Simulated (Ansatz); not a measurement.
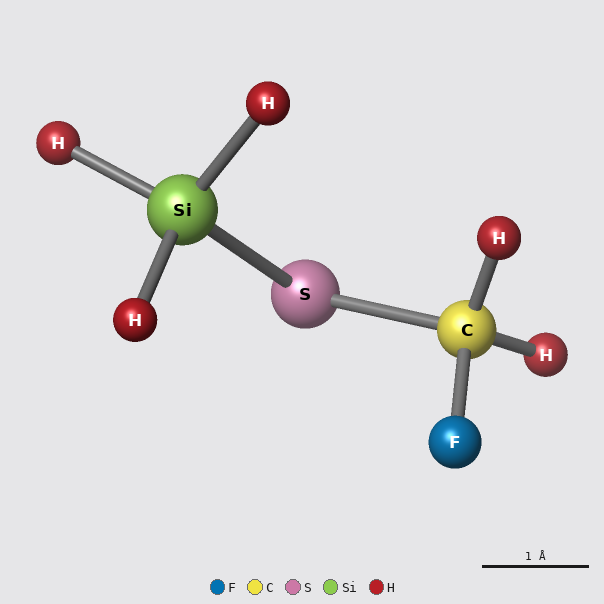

Ball-and-stick drawing of a structure.

The computed structure is the end point of a PBE0-D4/def2-TZVP optimisation.

> Count the atoms of each element.

CH₅FSSi, 9 atoms: 1 carbon, 5 hydrogen, 1 fluorine, 1 sulfur and 1 silicon.

> What is the point group of this geometry?

C1.

> How many bonds of each kind are drawn?

3 Si–H, 2 C–H, 1 C–F, 1 C–S, 1 S–Si.

> How many atoms are distinct by symmetry?

9: 1 F, 1 C, 1 S, 1 Si, 1 H, 1 H, 1 H, 1 H, 1 H.

The parts below concern this one geometry. Atoms keep their numbers from picture to picture.

**Geometry**

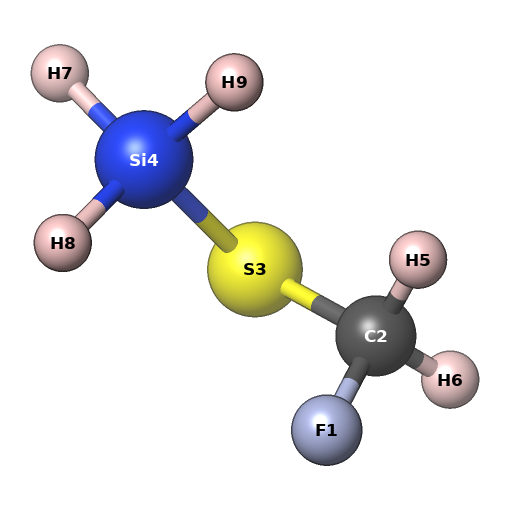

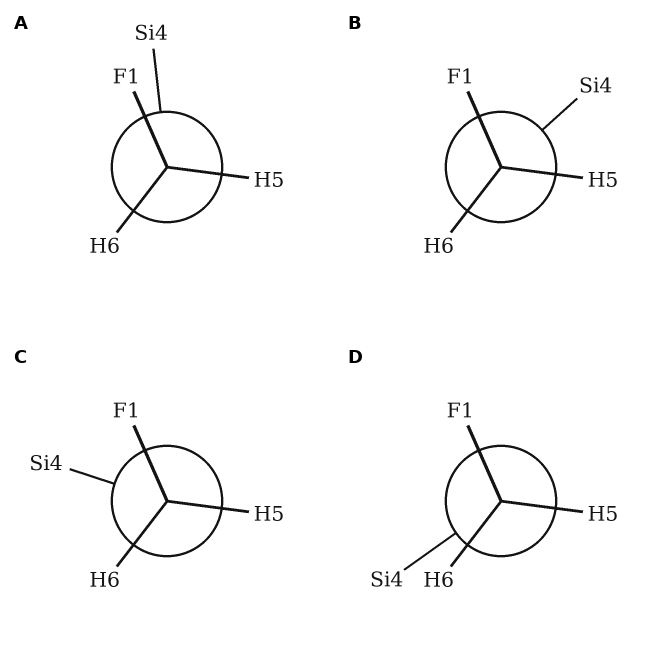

Distant atoms are faded towards the background colour. Bonds that would overlap in a projection are set slightly apart.

> Which Newman projection shows the view along C2–S3, with C2 in front?

B. The torsion angle F1–C2–S3–Si4 is 72°, synclinal (gauche).

**Charges**

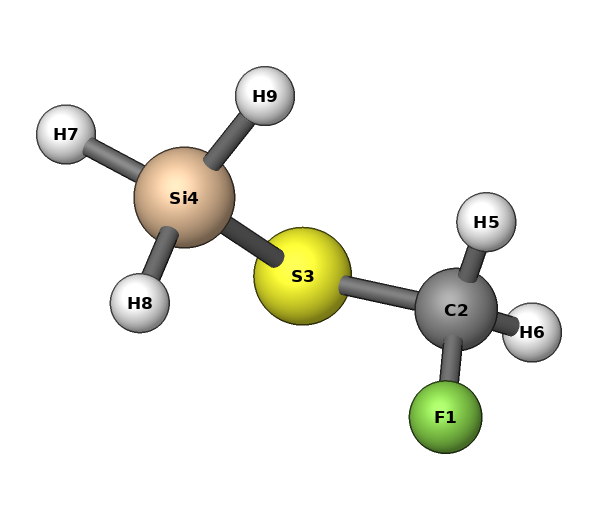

The questions are on Mulliken charges. Method: RKS r2SCAN-D4/def2-TZVPP (Ansatz 0.2.0).

> Which atom carries the highest charge (most positive or least negative)?

Si4 (0.31 e).

> And the lowest?

F1 (−0.22 e).

Give the Mulliken charges atom by atom.

```tsv
atom	value (e)
F1	−0.22
C2	0.14
S3	−0.21
Si4	0.31
H5	0.08
H6	0.08
H7	−0.06
H8	−0.05
H9	−0.07
```

**Electronic properties**

Method: RKS PBE-D4/def2-TZVPP (Ansatz 0.2.0).

Computed properties:

- dipole moment: 1.30 D
- HOMO energy (Kohn–Sham orbital): −6.31 eV
- LUMO energy (Kohn–Sham orbital): −0.90 eV
- HOMO–LUMO gap: 5.41 eV
- dispersion correction: −18.0 kJ/mol

**Vibrations**

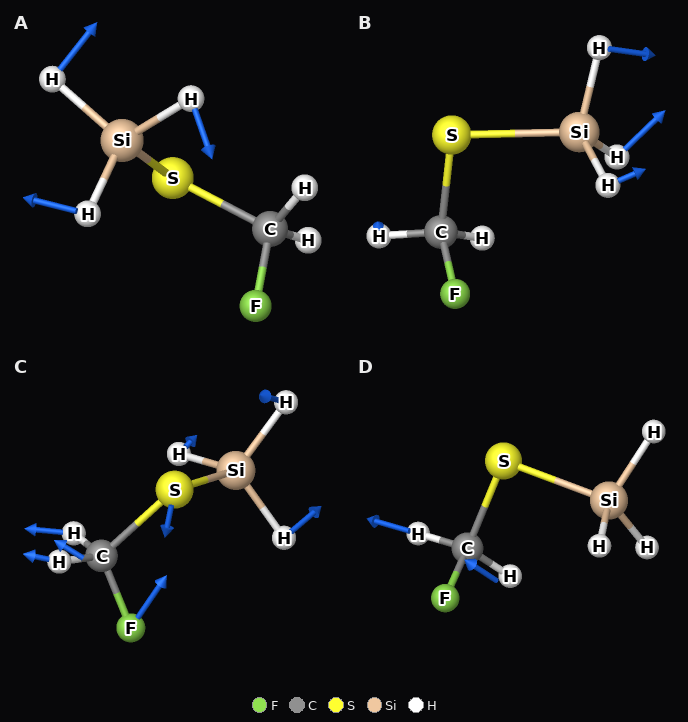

4 normal modes of one molecule or complex, as arrows. Harmonic vibrations computed with RKS PBE0-D4/def2-TZVP (Ansatz 0.2.0) at a stationary point of the same level.

> Match the panels to the wavenumbers 107 cm⁻¹, 381 cm⁻¹, 905 cm⁻¹, 3137 cm⁻¹.

A: 107 cm⁻¹, a torsion or out-of-plane motion in which bond lengths and bond angles hardly change
B: 905 cm⁻¹, angle bending
C: 381 cm⁻¹, F–C–S bending
D: 3137 cm⁻¹, out-of-phase stretching of 2 C–H bonds

Mulliken values depend strongly on the basis set and can even reverse the polarity of a bond.
